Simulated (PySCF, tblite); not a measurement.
**C2H6NSi radical: geometry, infrared bands and EPR parameters**

Wanted: the infrared bands and EPR parameters of C2H6NSi radical (`[N]=CC[SiH3]`), by calculation.

The runs use tblite 0.8.0 and PySCF 2.14.0, with density-fitted response routines of our own; the level of theory stands in each step. All values are computed, except where a source is named. Atoms count from 0, in the outputs and in this text.

## (1) The molecule as given

10 atoms, charge 0, multiplicity 2; geometry from: force field or distance geometry start.

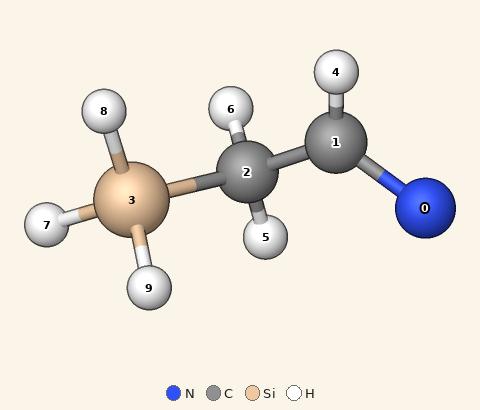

The starting geometry (nitrogen blue, carbon grey, silicon light orange, hydrogen white), atoms numbered.

## (2) Relaxing the molecule with GFN2-xTB

What the job is given:

```
{"job": {"kind": "relax", "xc": "GFN2-xTB", "basis": "xTB"}, "charge": 0, "multiplicity": 2}
N      2.330800     0.213900     1.282900
C      1.511700     0.147000     0.060000
C      0.263400    -0.665200     0.044000
Si    -1.295000     0.356400    -0.149100
H      1.838000     0.685900    -0.822900
H      0.189600    -1.266200     0.949800
H      0.336600    -1.350500    -0.808200
H     -2.475400    -0.535900    -0.202600
H     -1.230400     1.145700    -1.389800
H     -1.460400     1.273600     1.013400
```

The run is started by

```sh
OMP_NUM_THREADS=1 python probes_run.py task.json out
```

This one command runs all jobs of the session in turn.

The log of the run:

```text
step      E/eV     max force
  0    -321.74243    8.957
  1    -323.20242    1.259
  2    -323.23338    1.132
  3    -323.25000    0.844
  4    -323.25798    0.300
  5    -323.26234    0.188
  6    -323.26584    0.154
  7    -323.26739    0.142
  8    -323.26967    0.140
  9    -323.27159    0.135
 10    -323.27349    0.106
 11    -323.27498    0.105
 12    -323.27631    0.097
 13    -323.27731    0.078
 14    -323.27795    0.061
 15    -323.27841    0.076
 16    -323.27893    0.072
 17    -323.27958    0.072
 18    -323.28029    0.077
 19    -323.28087    0.062
 20    -323.28125    0.052
 21    -323.28156    0.049
 22    -323.28192    0.051
 23    -323.28236    0.065
 24    -323.28281    0.060
 25    -323.28312    0.042
 26    -323.28330    0.037
 27    -323.28346    0.048
 28    -323.28363    0.041
 29    -323.28377    0.028
 30    -323.28386    0.028
 31    -323.28393    0.031
 32    -323.28402    0.043
 33    -323.28415    0.040
 34    -323.28426    0.032
 35    -323.28433    0.026
 36    -323.28437    0.023
 37    -323.28443    0.024
 38    -323.28450    0.029
 39    -323.28456    0.032
 40    -323.28464    0.036
 41    -323.28474    0.042
 42    -323.28490    0.052
 43    -323.28508    0.052
 44    -323.28522    0.029
 45    -323.28530    0.023
 46    -323.28536    0.024
 47    -323.28543    0.029
 48    -323.28551    0.036
 49    -323.28556    0.021
 50    -323.28559    0.018
 51    -323.28561    0.016
 52    -323.28565    0.023
 53    -323.28569    0.019
 54    -323.28570    0.008
```

It took 0.17 s on 1 thread of Arm Neoverse V2, shared host.

The steps of the relaxation: (not every step is listed)

| step | energy from step 0 (eV) | largest force (eV/Å) |
| --- | --- | --- |
| 0 | 0.0000 | 8.9575 |
| 1 | -1.4600 | 1.2591 |
| 2 | -1.4909 | 1.1324 |
| 3 | -1.5076 | 0.8444 |
| 4 | -1.5155 | 0.3000 |
| 5 | -1.5199 | 0.1884 |
| 6 | -1.5234 | 0.1541 |
| 7 | -1.5250 | 0.1420 |
| 8 | -1.5272 | 0.1396 |
| 12 | -1.5339 | 0.0973 |
| 16 | -1.5365 | 0.0715 |
| 20 | -1.5388 | 0.0524 |
| 24 | -1.5404 | 0.0600 |
| 28 | -1.5412 | 0.0412 |
| 32 | -1.5416 | 0.0426 |
| 36 | -1.5419 | 0.0234 |
| 40 | -1.5422 | 0.0359 |
| 44 | -1.5428 | 0.0292 |
| 48 | -1.5431 | 0.0364 |
| 49 | -1.5431 | 0.0206 |
| 50 | -1.5432 | 0.0182 |
| 51 | -1.5432 | 0.0164 |
| 52 | -1.5432 | 0.0233 |
| 53 | -1.5433 | 0.0190 |
| 54 | -1.5433 | 0.0082 |

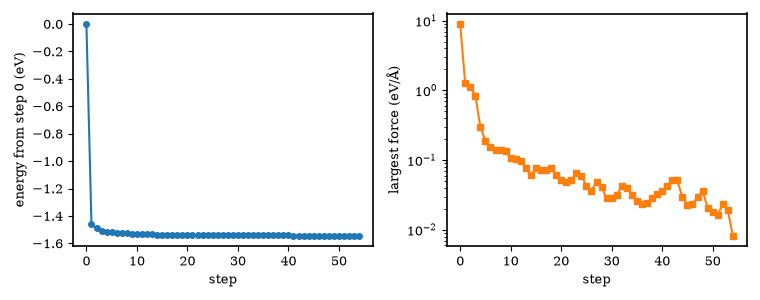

Energy and force, step by step.

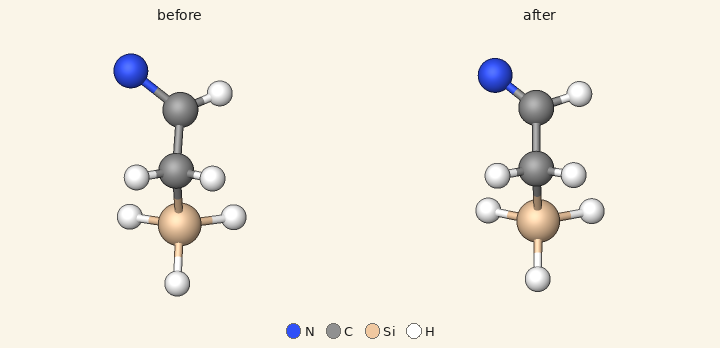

The geometry before (left) and after (right).

Distances of close pairs at the start and the end, largest changes first:

| bond | before (Å) | after (Å) | change (Å) |
| --- | --- | --- | --- |
| N0–C1 | 1.473 | 1.220 | -0.253 |
| C2–Si3 | 1.873 | 1.914 | +0.041 |
| Si3–H9 | 1.490 | 1.459 | -0.031 |
| Si3–H7 | 1.481 | 1.463 | -0.018 |
| C1–H4 | 1.085 | 1.102 | +0.017 |
| C1–C2 | 1.489 | 1.502 | +0.013 |
| Si3–H8 | 1.472 | 1.465 | -0.007 |
| C2–H6 | 1.096 | 1.090 | -0.006 |

The next job starts from the end point, and lists it.

## (3) Infrared spectrum with GFN2-xTB

What the job is given:

```
{"job": {"kind": "ir", "xc": "GFN2-xTB", "basis": "xTB"}, "charge": 0, "multiplicity": 2}
N      2.117079     0.418251     1.162175
C      1.495466     0.141815     0.149251
C      0.270540    -0.720616     0.036223
Si    -1.281004     0.389210    -0.120048
H      1.800938     0.556667    -0.824354
H      0.196593    -1.348455     0.923595
H      0.367459    -1.364187    -0.837812
H     -2.433196    -0.507157    -0.216054
H     -1.157097     1.182486    -1.345303
H     -1.367894     1.256641     1.049798
```

The log of the run:

```text
mode    cm-1     km/mol
  1      83.0     11.32
  2     114.2      1.57
  3     236.8      2.54
  4     387.2     13.07
  5     508.8     33.12
  6     537.2     35.07
  7     686.5     24.88
  8     760.2    115.93
  9     777.7    204.47
 10     785.0    366.05
 11     802.7    146.14
 12     816.0      9.95
 13     976.4     27.95
 14    1055.7      5.93
 15    1159.5     40.66
 16    1192.3      2.65
 17    1446.0      3.75
 18    1804.8     36.67
 19    2262.9    284.22
 20    2277.3    267.29
 21    2316.7    256.82
 22    2755.0     17.09
 23    2984.5     22.73
 24    3001.4     17.53
```

Run time: 0.14 s. Hardware: 1 thread of Arm Neoverse V2, shared host.

Which atoms move in the most intense modes:

| cm⁻¹ | km/mol | atoms |
| --- | --- | --- |
| 760 | 115.9 | H7 46 %, H9 30 % |
| 778 | 204.5 | H9 50 %, H8 44 % |
| 785 | 366.1 | H8 40 %, H7 35 %, H9 14 % |
| 803 | 146.1 | H6 27 %, C2 23 %, H5 22 %, H7 10 % |
| 1160 | 40.7 | H6 33 %, H4 27 %, C2 18 %, H5 17 % |
| 2263 | 284.2 | H8 97 % |
| 2277 | 267.3 | H7 97 % |
| 2317 | 256.8 | H9 97 % |

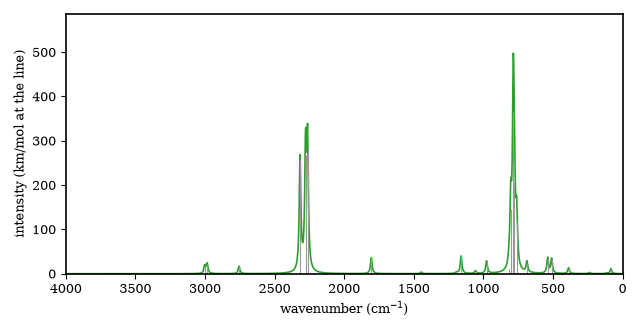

The infrared spectrum from these modes, unscaled. Lines are broadened to a width of 14 cm⁻¹ (Lorentzian).

## (4) EPR parameters: B3LYP/pcH-1

The job, as its differences from that of step 3:

```diff
@@ -1,2 +1,2 @@
-{"job": {"kind": "ir", "xc": "GFN2-xTB", "basis": "xTB"}, "charge": 0, "multiplicity": 2}
+{"job": {"kind": "epr", "basis": "pcH-1"}, "charge": 0, "multiplicity": 2}
 N      2.117079     0.418251     1.162175
```

Method: UKS B3LYP, pcH-1 on C H N Si, non-relativistic, mean-field spin-orbit, GIAO.

The log of the run:

```text
UKS, coarse grid
  cycle   1  E = -423.98533784  |g| = 2.49e-01
  cycle   2  E = -423.96225235  |g| = 3.47e-01
  cycle   3  E = -424.01636331  |g| = 8.29e-02
  cycle   4  E = -424.01861337  |g| = 4.16e-02
  cycle   5  E = -424.01947965  |g| = 7.56e-03
  cycle   6  E = -424.01952992  |g| = 3.36e-03
  cycle   7  E = -424.01954304  |g| = 1.48e-03
  cycle   8  E = -424.01954809  |g| = 5.97e-04
UKS, final grid
  cycle   1  E = -424.01953571  |g| = 5.03e-04
  cycle   2  E = -424.01953583  |g| = 6.61e-04
  cycle   3  E = -424.01953605  |g| = 2.16e-04
  cycle   4  E = -424.01953611  |g| = 1.42e-04
  cycle   5  E = -424.01953616  |g| = 2.35e-05
  cycle   6  E = -424.01953616  |g| = 3.58e-06
E = -424.01953616 Eh   <S^2> = 0.7583 (exact 0.7500)
g shifts (ppm)      1          2          3
  rmc          -208       -208       -208
  gc             53         -3         11
  oz_so        -615        214       2671
  total        -771          2       2473
hyperfine (MHz)  atom isotope    a_iso     a_fc   dipolar eigenvalues
    0   14N      21.92      21.96    -46.04    -36.08     82.12
    1   13C     -66.39     -66.40    -16.84     -0.47     17.31
    2   13C     104.62     104.65    -10.16     -9.30     19.47
    3  29Si      10.59      10.60     -0.18     -0.09      0.26
    4    1H     251.50     251.51     -5.89     -3.12      9.01
    5    1H      -9.50      -9.50     -7.62     -2.00      9.62
    6    1H      -5.97      -5.97     -5.24     -2.37      7.61
    7    1H       1.70       1.70     -0.89     -0.62      1.52
    8    1H       0.00       0.01     -1.19     -0.94      2.12
    9    1H       0.00       0.00     -1.61     -1.40      3.01
```

Run time: 22 s. Hardware: 1 thread of Arm Neoverse V2, shared host; peak memory 0.59 GiB.

Principal g values 2.00155, 2.00232, 2.00479; g(iso) = 2.00289, against 2.00232 for a free electron.

Hyperfine couplings; where a row names several nuclei, a(iso) is their mean (it holds for fast rotation or exchange) and the dipolar term the largest among them:

| nuclei | isotope | a(iso) (MHz) | a(iso) (G, at g = 2.0023) | largest dipolar term (MHz) |
| --- | --- | --- | --- | --- |
| H4 | 1H | 251.5 | 89.7 | 9.0 |
| C2 | 13C | 104.6 | 37.3 | 19.5 |
| C1 | 13C | -66.4 | -23.7 | 17.3 |
| N0 | 14N | 21.9 | 7.8 | 82.1 |
| Si3 | 29Si | 10.6 | 3.8 | 0.3 |
| H5, H6 | 1H | -7.7 | -2.8 | 9.6 |
| H7, H8, H9 | 1H | 0.6 | 0.2 | 3.0 |

Mulliken spin populations:

| atom | value (e) |
| --- | --- |
| N0 | 0.94 |
| C1 | -0.17 |
| C2 | 0.09 |
| Si3 | 0.00 |
| H4 | 0.13 |
| H5 | 0.00 |
| H6 | 0.00 |
| H7 | 0.00 |
| H8 | 0.00 |
| H9 | 0.00 |

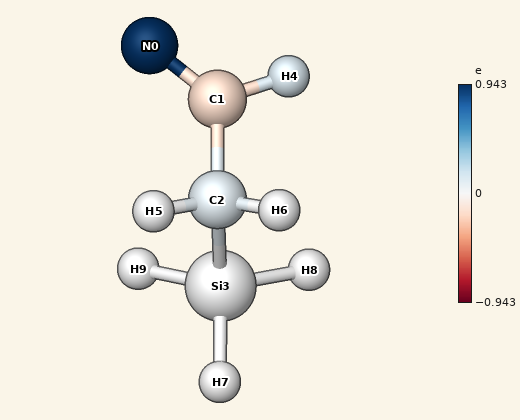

Mulliken spin populations, as colours on the atoms.

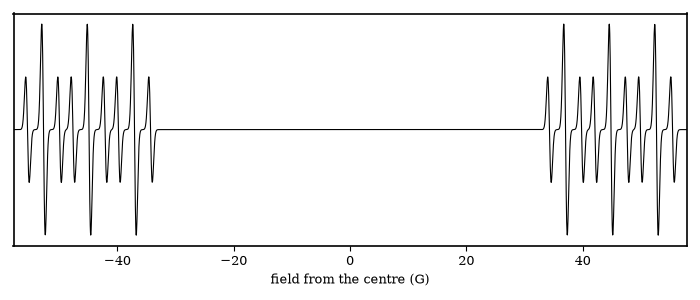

First-order isotropic spectrum (first derivative, main isotopes with spin only, couplings over 0.8 MHz, Gaussian width 0.3 G; couplings of the frozen geometry, rotation of groups not averaged beyond the rows shown).

Orbitals, density, ELF and potential are computed afterwards from the orbital file.

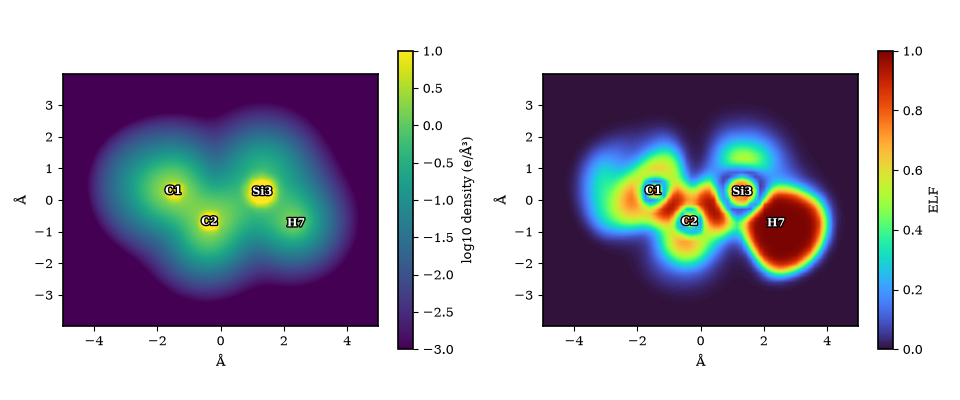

Density (left) and ELF (right) in a plane through or near 4 of the atoms.

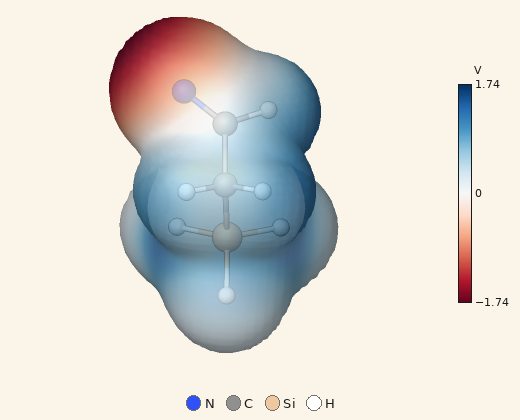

Electrostatic potential on the surface of density 0.002 e/bohr³; red is low, blue high. It runs from -1.74 V near N0 to 1.32 V near H6.

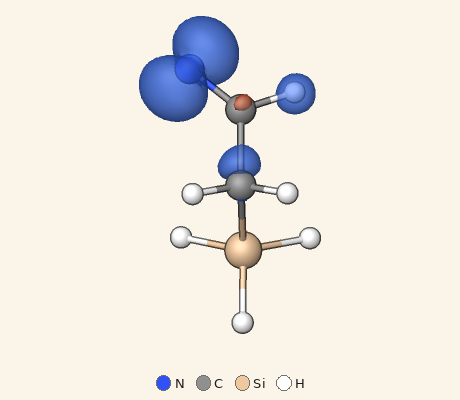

Spin density at ±0.08 e/Å³ (alpha excess blue, beta excess red).

## (5) Results

```
                                                                  quantity                 value
                                 strongest single infrared mode (GFN2-xTB)  785 cm⁻¹, 366 km/mol
                                              zero-point energy (GFN2-xTB)         42.5 kcal/mol
                                                            g(iso) (B3LYP)               2.00289
                                                                      ⟨S²⟩    0.758 (exact 0.75)
                                        largest a(iso) (averaged by class)   1H on H4, 251.5 MHz
potential on the surface of density 0.002 e/bohr³, 1st and 99th percentile    -1.74 V and 1.32 V
```

What this shows: The optimisation took 54 steps and gained 1.543 eV; among the close pairs (by a distance rule), N0–C1 changed most, from 1.473 to 1.220 Å. All 24 modes are real, so the xTB geometry is a minimum. The strongest single mode, at 785 cm⁻¹, moves mainly H8 and H7. GFN2-xTB is a fitted tight-binding method: band positions and strengths are rough. Its intensities can rank the bands wrongly. N0 carries the largest spin population, 0.94 e. The isotropic g lies 0.6 ppt above the free-electron value. These values are for one conformer; the search (at its own cheap level) found 1 more, at 0.84 kcal/mol, and measured spectra average over such forms.
